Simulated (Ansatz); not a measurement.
The starting structures come from a database of crystals and need not be the phases stable at ambient conditions.

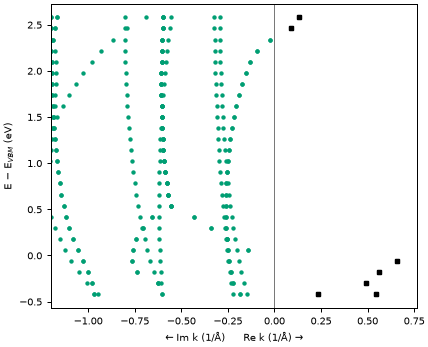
Figure. Complex bands at the centre of the two-dimensional zone; Ansatz (a quantum-chemistry and plane-wave program) with PBEsol

The gap is the functional's own. No spin-orbit coupling. Mid-gap values are interpolated on the energy grid.

**Question.** This is LiTaO3 (P4/mbm, not sure to be the ambient phase, 10 atoms a cell, 11.7 Å³ an atom, -5 GPa at this level) along the normal of (001). Read off the slowest decay at the centre of the two-dimensional zone at 1.14 eV, the computed energy nearest the middle of the gap.

**Answer.** κ ≈ 0.24 1/Å, a decay length 1/(2κ) of the density of 2.0 Å.
